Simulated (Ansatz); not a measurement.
A computed series for SnO2: pressure series

The parent structure is SnO$_{2}$ in the rutile structure (space group P4_2/mnm, No. 136; a = 4.828 Å, c = 3.238 Å).

Cell and atoms are relaxed at each pressure.

Level of theory: PBE in Ansatz (plane waves to 420 eV, PAW, spin-orbit coupling left out).

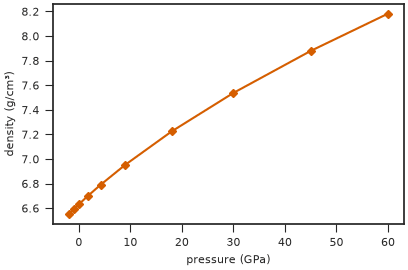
Figure: Density against pressure

**Question.** From the plot, what is the density for pressure 30 GPa?

**Answer.** About 7.5 g/cm³.

**Question.** Is the trend monotonic over the range shown?

**Answer.** Yes, it rises throughout, spanning 6.55 g/cm³ to 8.18 g/cm³.

Load acts through the strain it causes; cell and atoms are relaxed under it. Whether these cells are dynamically stable was not tested. No other phases were tried under pressure.

Ansatz is a program for electronic structure.
